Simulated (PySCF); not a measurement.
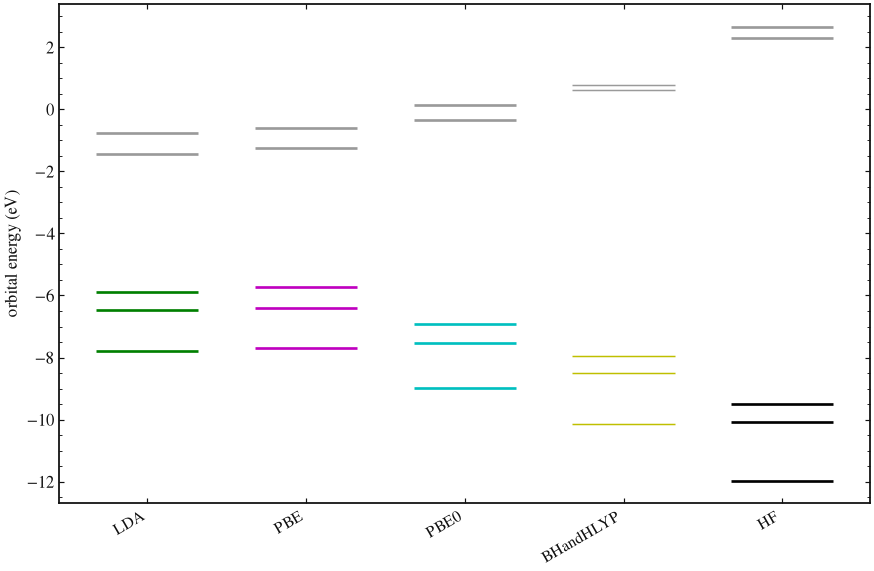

Frontier orbital energies of C₃H₇OPSi, SMILES P[SiH2]C1=COC1 at one geometry, def2-SVPD, PySCF 2.14.0, at a PBE0-D3(BJ)/def2-SVP geometry (no frequency check). Empty levels are grey, levels within 0.1 eV stand side by side; all columns show the same few orbitals around the gap.

### Compare the HOMO-LUMO separations.

The separation grows from 4.47 eV (LDA) to 11.79 eV (HF).

```
    level  HOMO (eV)  LUMO (eV)  separation (eV)
      LDA      −5.90      −1.43             4.47
      PBE      −5.74      −1.25             4.49
     PBE0      −6.91      −0.34             6.57
BHandHLYP      −7.94       0.64             8.58
       HF      −9.49       2.30            11.79
```

Caveats, for all or some of the runs: empty levels above zero depend strongly on the basis; one conformer of a flexible molecule.
